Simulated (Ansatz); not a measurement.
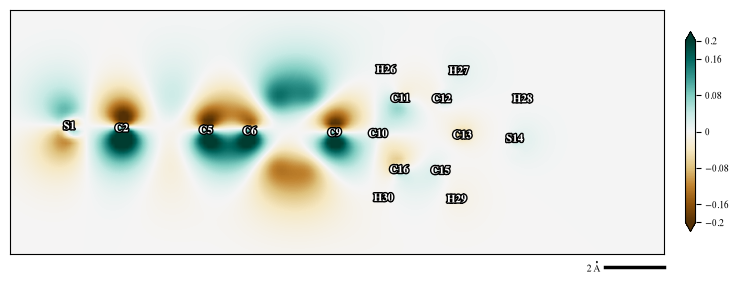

Figure. C₁₈H₁₄S₂ (SMILES Sc1ccc(-c2ccc(-c3ccc(S)cc3)cc2)cc1). One frontier orbital on the plane of atoms C13, C12 and H27 (values in Å⁻³ᐟ²; the overall sign is arbitrary).

Geometry: PBE-D4/def2-SVP.

Computed with RKS PBE0-D4/def2-TZVP (Ansatz).

```yaml
atoms:
  - { symbol: S, position_ang: [7.5309, -0.3433, -0.1307] }
  - { symbol: C, position_ang: [5.7631, -0.2142, -0.0642] }
  - { symbol: C, position_ang: [5.0035, -1.3133, -0.5191] }
  - { symbol: C, position_ang: [3.6072, -1.2659, -0.4942] }
  - { symbol: C, position_ang: [2.9121, -0.1313, -0.0163] }
  - { symbol: C, position_ang: [1.4322, -0.0862, 0.0067] }
  - { symbol: C, position_ang: [0.6615, -0.7366, -0.9842] }
  - { symbol: C, position_ang: [-0.7351, -0.6907, -0.9649] }
  - { symbol: C, position_ang: [-1.4340, 0.0079, 0.0461] }
  - { symbol: C, position_ang: [-2.9137, 0.0601, 0.0644] }
  - { symbol: C, position_ang: [-3.6632, 0.0753, -1.1335] }
  - { symbol: C, position_ang: [-5.0606, 0.1282, -1.1242] }
  - { symbol: C, position_ang: [-5.7643, 0.1650, 0.0973] }
  - { symbol: S, position_ang: [-7.5335, 0.2352, 0.2034] }
  - { symbol: C, position_ang: [-5.0309, 0.1495, 1.3030] }
  - { symbol: C, position_ang: [-3.6346, 0.0993, 1.2801] }
  - { symbol: C, position_ang: [-0.6634, 0.6565, 1.0382] }
  - { symbol: C, position_ang: [0.7332, 0.6109, 1.0188] }
  - { symbol: C, position_ang: [3.6875, 0.9599, 0.4363] }
  - { symbol: C, position_ang: [5.0853, 0.9263, 0.4136] }
  - { symbol: H, position_ang: [7.7934, 0.8865, 0.3916] }
  - { symbol: H, position_ang: [5.5130, -2.2172, -0.8860] }
  - { symbol: H, position_ang: [3.0397, -2.1468, -0.8293] }
  - { symbol: H, position_ang: [1.1698, -1.2749, -1.7983] }
  - { symbol: H, position_ang: [-1.3004, -1.2254, -1.7430] }
  - { symbol: H, position_ang: [-3.1389, 0.0734, -2.1007] }
  - { symbol: H, position_ang: [-5.6090, 0.1517, -2.0782] }
  - { symbol: H, position_ang: [-7.7674, 0.2209, -1.1379] }
  - { symbol: H, position_ang: [-5.5611, 0.1671, 2.2672] }
  - { symbol: H, position_ang: [-3.0887, 0.0607, 2.2345] }
  - { symbol: H, position_ang: [-1.1710, 1.2251, 1.8320] }
  - { symbol: H, position_ang: [1.2978, 1.1130, 1.8188] }
  - { symbol: H, position_ang: [3.1846, 1.8725, 0.7898] }
  - { symbol: H, position_ang: [5.6548, 1.8010, 0.7628] }
```

> Which orbital is it: HOMO or LUMO?

The LUMO, at −1.48 eV. No atom holds more than about 10 % of it (Hirshfeld); by element the shares are C 90 %, S 5 % and H 5 %.
